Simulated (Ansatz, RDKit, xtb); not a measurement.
# C3H10S2Si: ranking a sample of isomers

A sample of isomers of C3H10S2Si is drawn. Aim: find which of them has the lowest free energy at 298.15 K, then its properties. The sample is small against all isomers, and the most stable one of this formula need not be in it.

The funnel: GFN2-xTB relaxations, single points with a density functional, relaxations at B3LYP-D3(BJ)/def2-SVP, harmonic vibrations (at GFN2-xTB), and a last energy at a higher level. All values are calculated.

## Step 1: Possible bonding patterns

Isomers were taken from a list of plausible structures; this is a sample, not all of them. That gives 6 candidates.

```
label             SMILES     spin
 c053  C[C@H](CS)[SiH2]S  singlet
 c105      CSC([SiH3])SC  singlet
 c319        CCSCS[SiH3]  singlet
 c461  C[C@H](S)CS[SiH3]  singlet
 c548      CC[Si@H](S)SC  singlet
 c929        CCS[SiH2]SC  singlet
```

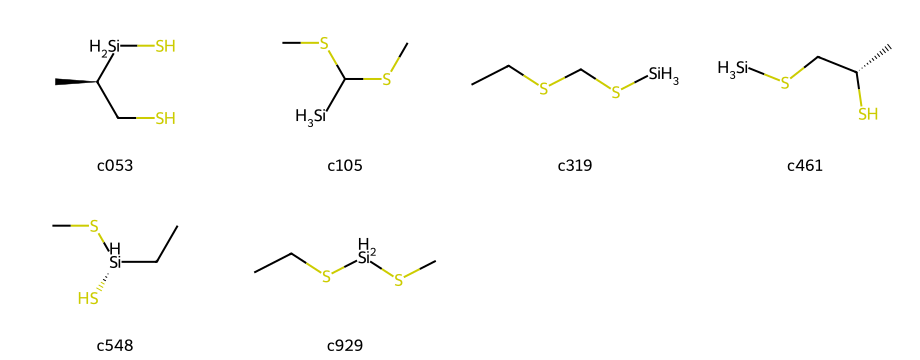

Structural formulas of the candidates.

Candidates are built by distance geometry, with a force field where one applies, in up to four conformers (letters a to d).

## Step 2: Cheap relaxation of all starts

All 24 starts are relaxed the same way. One of them, c548a (taken from a list of plausible isomers, embedded by distance geometry and MMFF94), in full:

The input, start.xyz:

```xyz
16
c548a
C     -2.066352    -2.297648    -1.993275
C     -1.924624    -1.643729    -0.648959
C      2.041547     0.928291    -1.197608
S     -0.205772    -0.327312     1.774596
S      0.294291     0.605913    -1.507392
Si    -0.197902    -1.049218    -0.243562
H     -3.107085    -2.649350    -2.125786
H     -1.881040    -1.576212    -2.801686
H     -1.407049    -3.128495    -2.116239
H     -2.186434    -2.394533     0.094834
H     -2.618650    -0.850458    -0.522458
H      0.877869    -2.112557    -0.420671
H     -1.018871     0.760947     1.563291
H      2.187220     1.192694    -0.106326
H      2.382168     1.734691    -1.844336
H      2.624224     0.054935    -1.392803
```

On the command line:

```sh
$ xtb start.xyz --gfn 2 --opt
```

Standard output, shortened:

```text
* xtb version 6.7.1
[...]
          :  # basis functions                  52          :
[...]
          :  # electrons                        38          :
[...]
          :  Hamiltonian                  GFN2-xTB          :
[...]
          :  net charge                          0          :
          :  unpaired electrons                  0          :
[...]
   *** convergence criteria satisfied after 14 iterations ***
[...]
   *** GEOMETRY OPTIMIZATION CONVERGED AFTER 14 ITERATIONS ***
[...]
   *** convergence criteria satisfied after 3 iterations ***
[...]
         ::                     SUMMARY                     ::
         :::::::::::::::::::::::::::::::::::::::::::::::::::::
         :: total energy             -19.782060342887 Eh    ::
         :: gradient norm              0.000539811111 Eh/a0 ::
         :: HOMO-LUMO gap              4.360984435973 eV    ::
         ::.................................................::
         :: SCC energy               -19.988260831067 Eh    ::
         :: -> isotropic ES            0.029712504503 Eh    ::
         :: -> anisotropic ES          0.001590845603 Eh    ::
         :: -> anisotropic XC          0.008751217886 Eh    ::
         :: -> dispersion             -0.012538846882 Eh    ::
         :: repulsion energy           0.206200488180 Eh    ::
         :: add. restraining           0.000000000000 Eh    ::
         :: total charge              -0.000000000000 e     ::
         :::::::::::::::::::::::::::::::::::::::::::::::::::::
[...]
        19        2.0000           -0.3769241             -10.2566 (HOMO)
        20                         -0.2166609              -5.8956 (LUMO)
[...]
     #   Z          covCN         q      C6AA      α(0)
     1   6          3.769    -0.104    22.524     6.764
     2   6          3.700    -0.143    23.441     6.924
     3   6          3.745    -0.046    21.462     6.608
     4  16          1.797    -0.411   159.252    21.241
     5  16          1.845    -0.304   154.222    20.902
     6  14          3.564     0.539    97.755    19.026
     7   1          0.925     0.040     2.450     2.448
     8   1          0.925     0.038     2.475     2.460
     9   1          0.925     0.027     2.629     2.536
    10   1          0.925     0.029     2.596     2.520
    11   1          0.924     0.043     2.404     2.424
    12   1          0.920    -0.047     4.011     3.132
    13   1          0.923     0.173     1.247     1.747
    14   1          0.925     0.053     2.278     2.360
[...]
     #   Z sym  total        # sym  WBO       # sym  WBO       # sym  WBO
 ---------------------------------------------------------------------------
     1   6      3.995 --     2      1.033     9      0.993     8      0.991
                             7      0.984
     2   6      3.991 --     1      1.033    10      0.984    11      0.972
                             6      0.873
     3   6      3.975 --     5      1.004    16      0.988    14      0.984
                            15      0.983
     4  16      2.037 --    13      0.946     6      0.926
     5  16      2.180 --     3      1.004     6      0.992
     6  14      3.706 --     5      0.992     4      0.926     2      0.873
                            12      0.867
     7   1      0.997 --     1      0.984
     8   1      0.999 --     1      0.991
     9   1      0.999 --     1      0.993
[...]
molecular dipole:
                 x           y           z       tot (Debye)
 q only:       -0.112      -0.215      -0.201
   full:       -0.189      -0.341      -0.196       1.109
molecular quadrupole (traceless):
[...]
          | TOTAL ENERGY              -19.782060342887 Eh   |
          | GRADIENT NORM               0.000539811111 Eh/α |
          | HOMO-LUMO GAP               4.360984435973 eV   |
           -------------------------------------------------
[...]
```

It took 0.16 s on 4 threads of Arm Neoverse V1, shared host.

## Step 3: The minima found

24 of the 24 relaxations converged; 1 ended on a minimum already found. 23 distinct structures remain, the lowest 22 here:

```
label  start       SMILES after     spin  energy (kcal/mol)
c929d  drawn        CCS[SiH2]SC  singlet                0.0
c929b  drawn        CCS[SiH2]SC  singlet                0.1
c929a  drawn        CCS[SiH2]SC  singlet                1.4
c929c  drawn        CCS[SiH2]SC  singlet                3.2
c548a  drawn      CC[Si@H](S)SC  singlet                3.5
c548d  drawn      CC[Si@H](S)SC  singlet                4.1
c548c  drawn      CC[Si@H](S)SC  singlet                4.2
c548b  drawn      CC[Si@H](S)SC  singlet                4.3
c461b  drawn  C[C@H](S)CS[SiH3]  singlet               10.2
c461a  drawn  C[C@H](S)CS[SiH3]  singlet               11.8
c461c  drawn  C[C@H](S)CS[SiH3]  singlet               12.3
c461d  drawn  C[C@H](S)CS[SiH3]  singlet               12.9
c053a  drawn  C[C@H](CS)[SiH2]S  singlet               13.8
c319b  drawn        CCSCS[SiH3]  singlet               14.7
c319a  drawn        CCSCS[SiH3]  singlet               14.8
c053d  drawn  C[C@H](CS)[SiH2]S  singlet               14.9
c319c  drawn        CCSCS[SiH3]  singlet               15.1
c053b  drawn  C[C@H](CS)[SiH2]S  singlet               15.3
c053c  drawn  C[C@H](CS)[SiH2]S  singlet               15.8
c319d  drawn        CCSCS[SiH3]  singlet               18.0
c105c  drawn      CSC([SiH3])SC  singlet               40.4
c105a  drawn      CSC([SiH3])SC  singlet               43.4
```

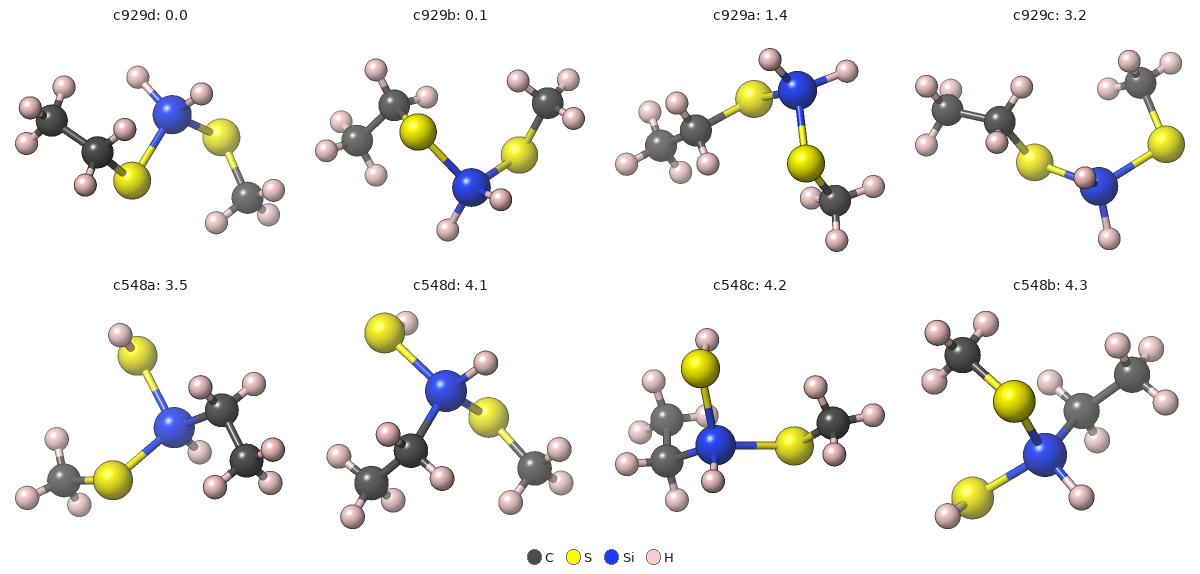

The 8 lowest minima that did not fall apart, with their GFN2-xTB energies in kcal/mol.

## Step 4: Second filter: single points

A choice of the minima (the low ones first, few conformers of a pattern, up to a cap) and the lowest that fell apart get a single point at r2SCAN-D4/def2-SVP on the tight-binding geometry, and one at HF/STO-3G for comparison. The lowest singlets are also tried as triplets at the same geometry (label ending in t). Within 30 kcal/mol but not screened, among others: c929a, c929c, c548c, c548b, c461c, c461d, c319c, c053b, c053c, c319d. The first, c929d:

The input, input.yaml:

```yaml
crystal:
  periodic: [false, false, false]
  atoms:
    - {symbol: C, position_ang: [-2.048726, 1.547128, 1.793698]}
    - {symbol: C, position_ang: [-2.311402, 0.396628, 0.843933]}
    - {symbol: C, position_ang: [0.784662, -0.738572, -3.109155]}
    - {symbol: S, position_ang: [-1.423453, 0.581464, -0.741966]}
    - {symbol: S, position_ang: [1.840458, 0.053096, -1.852575]}
    - {symbol: Si, position_ang: [0.566554, 0.068704, -0.142183]}
    - {symbol: H, position_ang: [-2.675401, 1.443706, 2.677733]}
    - {symbol: H, position_ang: [-2.281177, 2.493641, 1.311361]}
    - {symbol: H, position_ang: [-1.007030, 1.562443, 2.106577]}
    - {symbol: H, position_ang: [-2.022431, -0.558995, 1.279687]}
    - {symbol: H, position_ang: [-3.363718, 0.357436, 0.564878]}
    - {symbol: H, position_ang: [0.492815, -1.254202, 0.470828]}
    - {symbol: H, position_ang: [1.155260, 1.063063, 0.735764]}
    - {symbol: H, position_ang: [0.649169, -1.787220, -2.862901]}
    - {symbol: H, position_ang: [-0.170980, -0.226487, -3.153424]}
    - {symbol: H, position_ang: [1.307201, -0.643224, -4.054819]}
basis:
  gaussian:
    orbitals: def2-SVP
hamiltonian:
  xc: r2scan
  dispersion: d4
scf:
  lower_state_search: off
```

On the command line:

```sh
$ ansatz run input.yaml --threads 4 --pin off --max-ram 7830MiB --events-out events.jsonl --progress --plain --runs-dir runs
```

Standard output, shortened:

```text
Warning: RAYON_NUM_THREADS=4 ignored (pool sized by the plan → 4); use --threads N
Functional definition: r2SCAN
  name "r2SCAN"
[...]
1660 factors; their error is unknown
[...]
mean field -32808.02647619 eV, -1205.6727349210 hartree, gradient 2.9e-6 eV, S^2 0.000000; 0 other end points of the search recorded, 0 dependent functions left out
reference -32808.02648790 eV, -1205.6727353513 hartree; 37, 37 occupied and 109, 109 virtual orbitals, 1660 factors
Total energy: -32808.13812700 eV, -1205.6768380125 hartree
Checks for a lower state left out: stability, starts, cluster_reference, orbital_swaps, neighbouring_geometries, increment
```

Wall time 2.3 s (4 threads of Arm Neoverse V1, shared host); peak memory 0.2 GiB.

Relative energies in kcal/mol, each column from its lowest structure that stays in one piece:

```
 label             SMILES     spin  GFN2-xTB  HF/STO-3G  r2SCAN-D4/def2-SVP
 c548a      CC[Si@H](S)SC  singlet       3.5        0.0                 0.0
 c548d      CC[Si@H](S)SC  singlet       4.1        1.0                 2.4
 c929b        CCS[SiH2]SC  singlet       0.1        6.9                10.5
 c929d        CCS[SiH2]SC  singlet       0.0        8.1                14.5
 c053a  C[C@H](CS)[SiH2]S  singlet      13.8       27.0                25.0
 c053d  C[C@H](CS)[SiH2]S  singlet      14.9       25.2                25.7
 c461b  C[C@H](S)CS[SiH3]  singlet      10.2       30.0                33.8
 c461a  C[C@H](S)CS[SiH3]  singlet      11.8       30.5                34.8
 c319b        CCSCS[SiH3]  singlet      14.7       25.3                36.8
 c319a        CCSCS[SiH3]  singlet      14.8       25.4                37.0
c548at      CC[Si@H](S)SC  triplet         –          –               122.4
c929bt        CCS[SiH2]SC  triplet         –          –               133.0
```

Measured from c548a, GFN2-xTB misplaces c461b by 27 kcal/mol against r2SCAN-D4/def2-SVP, so minima dropped on its energies alone could hide the lowest isomer.

## Step 5: Third filter: density-functional geometries

3 candidates are relaxed at B3LYP-D3(BJ)/def2-SVP (chosen among the lowest in one piece, one conformer a pattern). The first, c548a:

The input, input.yaml:

```yaml
basis:
  gaussian:
    orbitals: def2-SVP
crystal:
  periodic: [false, false, false]
  atoms:
    - {symbol: C, position_ang: [-2.097305, -2.246326, -2.009126]}
    - {symbol: C, position_ang: [-1.923552, -1.649129, -0.618343]}
    - {symbol: C, position_ang: [1.969646, 0.932265, -1.153933]}
    - {symbol: S, position_ang: [0.080445, -0.222386, 1.666319]}
    - {symbol: S, position_ang: [0.409658, 0.276614, -1.824182]}
    - {symbol: Si, position_ang: [-0.133330, -1.128677, -0.288194]}
    - {symbol: H, position_ang: [-3.137624, -2.511636, -2.185795]}
    - {symbol: H, position_ang: [-1.790578, -1.531279, -2.768646]}
    - {symbol: H, position_ang: [-1.492305, -3.142398, -2.121117]}
    - {symbol: H, position_ang: [-2.230923, -2.376656, 0.133634]}
    - {symbol: H, position_ang: [-2.589730, -0.789600, -0.515597]}
    - {symbol: H, position_ang: [0.829985, -2.218521, -0.230834]}
    - {symbol: H, position_ang: [-0.901683, 0.657329, 1.534152]}
    - {symbol: H, position_ang: [1.839784, 1.189501, -0.107622]}
    - {symbol: H, position_ang: [2.207977, 1.818770, -1.731234]}
    - {symbol: H, position_ang: [2.753075, 0.190088, -1.267861]}
hamiltonian:
  xc: {name: B3LYP}
  dispersion: d3bj
scf:
  lower_state_search: "off"
relax:
  f_tol: 0.006
```

On the command line:

```sh
$ ansatz run input.yaml --threads 4 --pin off --max-ram 7830MiB --events-out events.jsonl --progress --plain --runs-dir runs
```

Standard output, shortened:

```text
Warning: RAYON_NUM_THREADS=4 ignored (pool sized by the plan → 4); use --threads N
[...]
Functional definition: B3LYP
  name "B3LYP"
[...]
1562 factors; integrals over basis functions are off by at most 4.1e-4 eV
[...]
mean field -32814.27252087 eV, -1205.9022728292 hartree, gradient 7.8e-6 eV, S^2 0.000000; 0 other end points of the search recorded, 0 dependent functions left out
[...]
reference -32814.27281269 eV, -1205.9022835533 hartree; 37, 37 occupied and 109, 109 virtual orbitals, 1562 factors
relax step   1: F+E_penalty+E_count = -32815.10929431 eV  Δ(F+E_penalty+E_count) = +0.000e0 eV  max|allowed force component| = 7.676e-1 eV/Å  Δτ_max = 0.0000 Å  (15 SCF iters, accepted)
[...]
relax step   4: F+E_penalty+E_count = -32815.20760023 eV  Δ(F+E_penalty+E_count) = -1.066e-2 eV  max|allowed force component| = 1.139e-1 eV/Å  Δτ_max = 0.0507 Å  (19 SCF iters, accepted)
[...]
Atom 7 at    -1.834211    -1.557197    -2.827555 Å, force    -0.000108    -0.000366     0.000060 eV/Å
Atom 8 at    -1.414226    -3.145423    -2.157924 Å, force     0.000078    -0.000228     0.000085 eV/Å
Atom 9 at    -2.199102    -2.369337     0.152136 Å, force    -0.000149    -0.000298     0.000835 eV/Å
Atom 10 at    -2.610605    -0.791822    -0.518574 Å, force     0.000917     0.000846     0.000506 eV/Å
Atom 11 at     0.807051    -2.160404    -0.257156 Å, force    -0.000500    -0.000662     0.000655 eV/Å
Atom 12 at    -0.879951     0.737914     1.574994 Å, force    -0.000490     0.000101    -0.000242 eV/Å
Atom 13 at     1.987854     1.164697    -0.102602 Å, force     0.000143    -0.000991     0.000472 eV/Å
Atom 14 at     2.277992     1.791493    -1.759009 Å, force     0.000824     0.000363    -0.000509 eV/Å
Atom 15 at     2.695443     0.095011    -1.363226 Å, force     0.000475    -0.000322    -0.000635 eV/Å
Dipole moment:    -0.056971    -0.003031    -0.067694 e Å
Checks for a lower state left out: stability, starts, cluster_reference, orbital_swaps, neighbouring_geometries, increment
```

Wall time 36 s (4 threads of Arm Neoverse V1, shared host); peak memory 0.39 GiB.

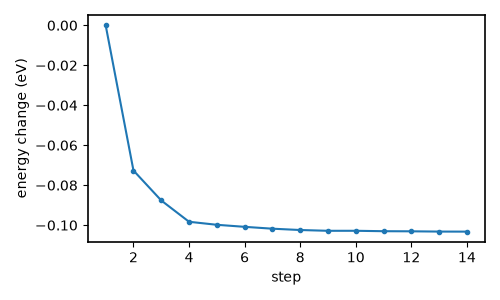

Energy along the run, all evaluated steps.

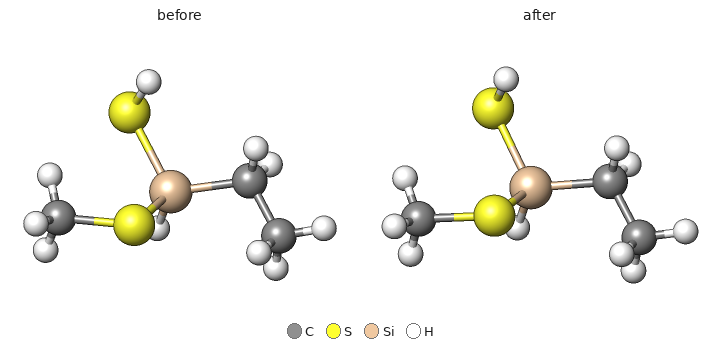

Before and after, at one scale.

After the run. Bond lengths: C1–C2 1.535 Å, C3–S5 1.838 Å, C2–Si6 1.882 Å, S4–Si6 2.167 Å, S5–Si6 2.150 Å, C1–H7 1.102 Å, C1–H8 1.101 Å, C1–H9 1.102 Å, C2–H10 1.104 Å, C2–H11 1.104 Å, Si6–H12 1.491 Å, S4–H13 1.354 Å, C3–H14 1.099 Å, C3–H15 1.098 Å, C3–H16 1.099 Å. Some angles: C1–C2–Si6 114.5°, C3–S5–Si6 100.3°, C2–Si6–S4 112.7°, C2–Si6–S5 106.5°, S4–Si6–S5 111.7°, C1–C2–H10 111.0°, C1–C2–H11 110.7°, Si6–C2–H10 106.7°, Si6–C2–H11 107.6°, C2–C1–H7 111.3°.

## Step 6: The relaxed candidates

```
label     spin  r2SCAN-D4/def2-SVP (kcal/mol)  B3LYP-D3(BJ)/def2-SVP, relaxed (kcal/mol)  time
c548a  singlet                            0.0                                        0.0  36 s
c929b  singlet                           10.5                                        9.8  35 s
c053a  singlet                           25.0                                       23.8  26 s
```

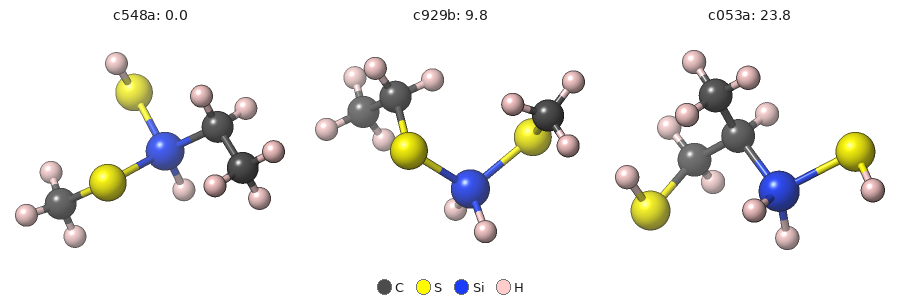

The relaxed structures, with energies at B3LYP-D3(BJ)/def2-SVP in kcal/mol.

## Step 7: Are they minima? Harmonic frequencies

The lowest few in one piece go on as finalists. In this search the thermal terms come from GFN2-xTB at its own nearest minimum. The first, c548a:

The input, start.xyz:

```xyz
16
c548a
C     -2.080853    -2.276851    -2.031402
C     -1.925670    -1.649513    -0.639037
C      1.984513     0.911209    -1.171778
S     -0.006235    -0.277311     1.772784
S      0.290327     0.448131    -1.713438
Si    -0.186271    -1.048270    -0.244631
H     -3.112515    -2.624368    -2.201962
H     -1.834211    -1.557197    -2.827555
H     -1.414226    -3.145423    -2.157924
H     -2.199102    -2.369337     0.152136
H     -2.610605    -0.791822    -0.518574
H      0.807051    -2.160404    -0.257156
H     -0.879951     0.737914     1.574994
H      1.987854     1.164697    -0.102602
H      2.277992     1.791493    -1.759009
H      2.695443     0.095011    -1.363226
```

On the command line:

```sh
$ xtb start.xyz --gfn 2 --ohess tight
```

Standard output, shortened:

```text
* xtb version 6.7.1
[...]
          :  # basis functions                  52          :
[...]
          :  # electrons                        38          :
[...]
          :  Hamiltonian                  GFN2-xTB          :
[...]
          :  net charge                          0          :
          :  unpaired electrons                  0          :
[...]
   *** convergence criteria satisfied after 14 iterations ***
[...]
   *** GEOMETRY OPTIMIZATION CONVERGED AFTER 13 ITERATIONS ***
[...]
   *** convergence criteria satisfied after 3 iterations ***
[...]
         ::                     SUMMARY                     ::
         :::::::::::::::::::::::::::::::::::::::::::::::::::::
         :: total energy             -19.782066504557 Eh    ::
         :: gradient norm              0.000215276687 Eh/a0 ::
         :: HOMO-LUMO gap              4.360245638437 eV    ::
         ::.................................................::
         :: SCC energy               -19.988116677667 Eh    ::
         :: -> isotropic ES            0.029708590809 Eh    ::
         :: -> anisotropic ES          0.001596656902 Eh    ::
         :: -> anisotropic XC          0.008728995720 Eh    ::
         :: -> dispersion             -0.012544681703 Eh    ::
         :: repulsion energy           0.206050173110 Eh    ::
         :: add. restraining           0.000000000000 Eh    ::
         :: total charge               0.000000000000 e     ::
         :::::::::::::::::::::::::::::::::::::::::::::::::::::
[...]
        19        2.0000           -0.3769629             -10.2577 (HOMO)
        20                         -0.2167266              -5.8974 (LUMO)
[...]
molecular dipole:
                 x           y           z       tot (Debye)
 q only:       -0.117      -0.214      -0.198
   full:       -0.196      -0.338      -0.191       1.106
molecular quadrupole (traceless):
[...]
          | TOTAL ENERGY              -19.782066504571 Eh   |
          | TOTAL ENTHALPY            -19.649060778634 Eh   |
          | TOTAL FREE ENERGY         -19.697992916286 Eh   |
          | GRADIENT NORM               0.000215357868 Eh/α |
[...]
```

Wall time 0.34 s (4 threads of Arm Neoverse V1, shared host).

## Step 8: Zero-point energy and free-energy terms

As xtb prints them, at 298.15 K, with its own treatment of low modes:

```
label             SMILES     spin  lowest mode (cm⁻¹)  zero-point (kcal/mol)  G − E (kcal/mol)
c548a      CC[Si@H](S)SC  singlet                  47                   76.0              52.8
c929b        CCS[SiH2]SC  singlet                  31                   76.5              53.8
c053a  C[C@H](CS)[SiH2]S  singlet                  51                   73.5              51.2
```

## Step 9: The final energy

Each finalist gets a single point at CCSD(T)/def2-SVP + MP2/def2-TZVPP - MP2/def2-SVP.

c548a, CCSD(T)/def2-SVP:

The input, input.yaml:

```yaml
crystal:
  periodic: [false, false, false]
  atoms:
    - symbol: C
      position_ang: [-2.080853, -2.276851, -2.031402]
    - symbol: C
      position_ang: [-1.925670, -1.649513, -0.639037]
    - symbol: C
      position_ang: [1.984513, 0.911209, -1.171778]
    - symbol: S
      position_ang: [-0.006235, -0.277311, 1.772784]
    - symbol: S
      position_ang: [0.290327, 0.448131, -1.713438]
    - symbol: Si
      position_ang: [-0.186271, -1.048270, -0.244631]
    - symbol: H
      position_ang: [-3.112515, -2.624368, -2.201962]
    - symbol: H
      position_ang: [-1.834211, -1.557197, -2.827555]
    - symbol: H
      position_ang: [-1.414226, -3.145423, -2.157924]
    - symbol: H
      position_ang: [-2.199102, -2.369337, 0.152136]
    - symbol: H
      position_ang: [-2.610605, -0.791822, -0.518574]
    - symbol: H
      position_ang: [0.807051, -2.160404, -0.257156]
    - symbol: H
      position_ang: [-0.879951, 0.737914, 1.574994]
    - symbol: H
      position_ang: [1.987854, 1.164697, -0.102602]
    - symbol: H
      position_ang: [2.277992, 1.791493, -1.759009]
    - symbol: H
      position_ang: [2.695443, 0.095011, -1.363226]
basis:
  gaussian:
    orbitals: def2-SVP
magnetization:
  spin_polarized: false
  initial_magnetization: 0
correlation:
  method: ccsd_t
  frozen_orbitals: {S: 5, H: 0, C: 1, Si: 5}
```

On the command line:

```sh
$ ansatz run input.yaml --threads 4 --pin off --max-ram 7830MiB --events-out events.jsonl --progress --plain --runs-dir runs
```

Standard output, shortened:

```text
Warning: RAYON_NUM_THREADS=4 ignored (pool sized by the plan → 4); use --threads N
Functional definition: HF
  name "HF"
[...]
1450 factors; integrals over basis functions are off by at most 1.2e-3 eV
[...]
mean field -32736.93300224 eV, -1203.0600979422 hartree, gradient 1.1e-6 eV, S^2 0.000000; 0 other end points of the search recorded, 0 dependent functions left out
18 core orbitals not correlated: weight in the atoms' cores, before any rotation towards them, 1.000 or more for the frozen orbitals, at most 0.000 for the correlated occupied ones
reference -32736.93300224 eV, -1203.0600979422 hartree; 19, 19 occupied and 109, 109 virtual orbitals, 1450 factors
second order -21.65206024 eV of doubles, -0.00000000 eV of singles
cycle   1  -23.24236855 eV  change    -1.6e0 eV  update   1.0e-1
[...]
cycle   8  -23.97200318 eV  change   -6.8e-6 eV  update   3.3e-5
perturbative correction -0.73191360 eV, -0.0268973288 hartree
Total energy: -32761.63691902 eV, -1203.9679501389 hartree
```

Run time: 25 s. Hardware: 4 threads of Arm Neoverse V1, shared host; peak memory 1.1 GiB.

(Part 1 of 2 ends here.)
